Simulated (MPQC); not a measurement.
# [SiF5]− (SMILES F[Si-](F)(F)(F)F): levels of theory compared

Aim: a comparison of 5 runs (HF/STO-3G, HF/def2-SVP, SVWN5/6-31G, B3LYP/def2-SVP, PBE0/def2-SVP) of [SiF5]−. 

Program for the calculation: MPQC 2.3.1.

## (1) Starting point

[SiF5]−: 6 atoms, total charge -1, spin state singlet. SMILES: `F[Si-](F)(F)(F)F`. The shape is that of a PBE0-D4/def2-TZVPD optimisation.

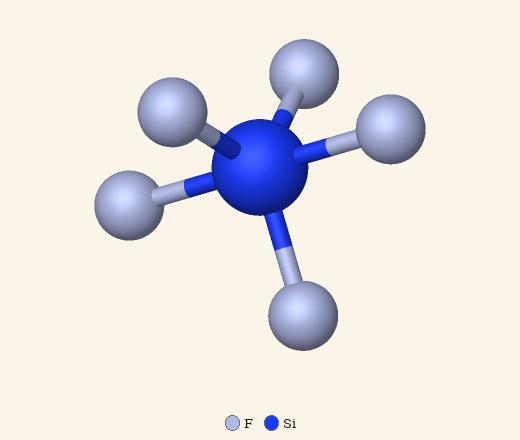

The structure, seen from a chosen angle (fluorine light blue, silicon blue).

## (2) Energy and gradient at HF/STO-3G (run 1)

Input file input.in:

```
% emacs should use -*- KeyVal -*- mode
molecule<Molecule>: (
    symmetry = c1
    unit = angstrom
    { atoms geometry } = {
        F  [ -0.716900    -1.106000     1.023500 ]
        Si [ 0.000000     0.000000     0.000000 ]
        F  [ -1.466700     0.583500    -0.396400 ]
        F  [ 0.651500    -1.218400    -0.860200 ]
        F  [ 0.716500     1.105800    -1.024000 ]
        F  [ 0.815500     0.635100     1.257000 ]
    }
)
basis<GaussianBasisSet>: (
    name = "STO-3G"
    molecule = $:molecule
    basisdir = "."
    puream = yes
)
mpqc: (
    checkpoint = no
    savestate = no
    restart = no
    do_energy = yes
    do_gradient = yes
    optimize = no
    mole<CLHF>: (
        molecule = $:molecule
        basis = $:basis
        total_charge = -1
        memory = 1000000000
        print_evals = yes
        print_npa = yes
        maxiter = 120
        value_accuracy = 1e-08
        guess_wavefunction<CLHF>: (
            molecule = $:molecule
            total_charge = -1
            memory = 1000000000
            value_accuracy = 1e-3
            basis<GaussianBasisSet>: (
                name = "STO-3G"
                molecule = $:molecule
            )
        )
    )
)
```

The basis set STO-3G is read from a file made from the Basis Set Exchange's data (not shown).

Started as:

```bash
$ mpqc -o input.out input.in
```

What it wrote:

```text
MPQC: Massively Parallel Quantum Chemistry
[...]
  LUMO is    31   A =   0.768723
  total scf energy = -775.7535393006
[...]
Value of the MolecularEnergy: -775.7535393006
  Gradient of the MolecularEnergy:
      1   -0.0048318071
      2   -0.0074224383
      3    0.0068588809
      4    0.0000436236
      5    0.0000391914
      6    0.0000775644
      7    0.0010512325
      8   -0.0004208584
      9    0.0002920837
     10   -0.0004515806
     11    0.0008651594
     12    0.0005995722
[...]
      symmetry = c1
[...]
```

Wall time 1.3 s (1 thread of Arm Neoverse N1, shared host); peak memory 0.44 GiB.

## (3) Energy and gradient at HF/def2-SVP (run 2)

Input file job.in:

```
molecule<Molecule>: (
   symmetry = c1
   unit = angstrom
   { atoms geometry } = {
      F  [ -0.716900      -1.106000       1.023500 ]
      Si [ 0.000000       0.000000       0.000000 ]
      F  [ -1.466700       0.583500      -0.396400 ]
      F  [ 0.651500      -1.218400      -0.860200 ]
      F  [ 0.716500       1.105800      -1.024000 ]
      F  [ 0.815500       0.635100       1.257000 ]
   }
)
basis<GaussianBasisSet>: (
   name = "def2-SVP"
   molecule = $:molecule
   basisdir = "."
   puream = yes
)
mpqc: (
   checkpoint = no
   savestate = no
   restart = no
   do_energy = yes
   do_gradient = yes
   optimize = no
   mole<CLHF>: (
      molecule = $:molecule
      basis = $:basis
      total_charge = -1
      memory = 1000000000
      print_evals = yes
      print_npa = yes
      maxiter = 120
      value_accuracy = 1e-08
      guess_wavefunction<CLHF>: (
         molecule = $:molecule
         total_charge = -1
         memory = 1000000000
         value_accuracy = 1e-3
         basis<GaussianBasisSet>: (
            name = "STO-3G"
            molecule = $:molecule
         )
      )
   )
)
```

The basis set def2-SVP is read from a file made from the Basis Set Exchange's data (not shown).

Started as:

```bash
$ mpqc job.in > job.out
```

What it wrote:

```text
MPQC: Massively Parallel Quantum Chemistry
[...]
  LUMO is    31   A =   0.415246
  total scf energy = -785.9800510321
[...]
Value of the MolecularEnergy: -785.9800510321
  Gradient of the MolecularEnergy:
      1   -0.0011773657
      2   -0.0017840778
      3    0.0016418093
      4    0.0000371292
      5    0.0000319390
      6    0.0000644719
      7    0.0018307070
      8   -0.0007294434
      9    0.0005044941
     10   -0.0007967327
     11    0.0015138633
     12    0.0010586616
[...]
      symmetry = c1
[...]
```

Run time: 19 s. Hardware: 1 thread of Arm Neoverse N1, shared host; peak memory 0.5 GiB.

Runs 3 to 4 aren't shown in full; the table further down has their settings and results.

## (4) Energy and forces at PBE0/def2-SVP (run 5)

Input file mol.in:

```
% emacs should use -*- KeyVal -*- mode
molecule<Molecule>: (
  symmetry = c1
  unit = bohr
  { atoms geometry } = {
    F  [ -1.35474466 -2.09003709 1.93413469 ]
    Si [ 0.00000000 0.00000000 0.00000000 ]
    F  [ -2.77166131 1.10265519 -0.74908744 ]
    F  [ 1.23115657 -2.30244231 -1.62554241 ]
    F  [ 1.35398877 2.08965915 -1.93507955 ]
    F  [ 1.54107165 1.20016506 2.37538574 ]
  }
)
basis<GaussianBasisSet>: (
  name = "def2-SVP"
  molecule = $:molecule
  basisdir = "."
  puream = yes
)
mpqc: (
  checkpoint = no
  savestate = no
  restart = no
  do_energy = yes
  do_gradient = yes
  optimize = no
  mole<CLKS>: (
    molecule = $:molecule
    basis = $:basis
    total_charge = -1
    memory = 1000000000
    print_evals = yes
    print_npa = yes
    maxiter = 120
    value_accuracy = 1e-08
    functional<SumDenFunctional>: (
      a0 = 0.25
      coefs = [ 0.75 1 ]
      funcs: [ <PBEXFunctional>: () <PBECFunctional>: () ]
    )
    integrator<RadialAngularIntegrator>: ( grid = xfine )
    guess_wavefunction<CLHF>: (
      molecule = $:molecule
      total_charge = -1
      memory = 1000000000
      value_accuracy = 1e-3
      basis<GaussianBasisSet>: (
        name = "3-21G"
        molecule = $:molecule
      )
    )
  )
)
```

The basis set def2-SVP is read from a file made from the Basis Set Exchange's data (not shown).

Started as:

```bash
$ mpqc mol.in > mol.out
```

What it wrote:

```text
MPQC: Massively Parallel Quantum Chemistry
[...]
  Integrated electron density error = -0.004866399017
  iter     1 energy = -787.7656482773 delta = 1.36921e-01
  Integrated electron density error = 0.000177489931
  iter     2 energy = -787.9292186657 delta = 1.61263e-02
[...]
  Integrated electron density error = -0.000002518516
  iter    10 energy = -787.9831792184 delta = 1.81407e-07
  Integrated electron density error = -0.000002518516
  iter    11 energy = -787.9831792186 delta = 7.14417e-08
  Integrated electron density error = -0.000002518513
  iter    12 energy = -787.9831792180 delta = 1.17590e-08
[...]
  LUMO is    31   A =   0.289128
  total scf energy = -787.9831792180
[...]
  Integrated electron density error = -0.000002521366
  Total Gradient:
[...]
Value of the MolecularEnergy: -787.9831792180
  Gradient of the MolecularEnergy:
      1    0.0029691707
      2    0.0045364846
      3   -0.0042268971
      4    0.0000586491
      5    0.0000439693
      6    0.0000728434
      7    0.0135179771
      8   -0.0053897425
      9    0.0036532174
     10   -0.0059980569
     11    0.0112211808
     12    0.0079242024
[...]
        symmetry = c1
[...]
```

Run time: 86 s. Hardware: 1 thread of Arm Neoverse N1, shared host; peak memory 0.51 GiB.

## (5) All runs side by side

```tsv
run	level	starting guess	integration grid	energy (Eh)	HOMO energy (eV)	LUMO energy (eV)	HOMO–LUMO gap (eV)	wall time
1	HF/STO-3G	STO-3G	–	-775.753539	-2.18	20.92	23.10	1.3 s
2	HF/def2-SVP	STO-3G	–	-785.980051	-10.42	11.30	21.72	19 s
3	SVWN5/6-31G	STO-2G	xfine	-784.554346	-2.58	5.56	8.14	27 s
4	B3LYP/def2-SVP	MINI (Huzinaga)	xfine	-788.587435	-3.91	7.53	11.44	89 s
5	PBE0/def2-SVP	3-21G	xfine	-787.983179	-4.35	7.87	12.22	86 s
```

## (6) Results

| quantity | value |
| --- | --- |
| run 5: total energy | -787.98318 Eh |
| run 5: HOMO energy | -4.35 eV |
| run 5: LUMO energy | 7.87 eV |
| run 5: HOMO–LUMO gap (to an unbound level, set by the basis) | 12.22 eV |
| run 5: largest force on an atom | 0.774 eV/Å |

**Reading.** The HOMO–LUMO gap runs from 8.14 eV (SVWN5/6-31G) to 23.10 eV (HF/STO-3G). The two ends differ in method and basis. The empty levels of an anion lie above zero and hang on the basis. Totals of different functionals can't be ranked against each other. In run 1 the basis is minimal, so the values are rough. All runs together took 3.7 min, the longest 89 s.
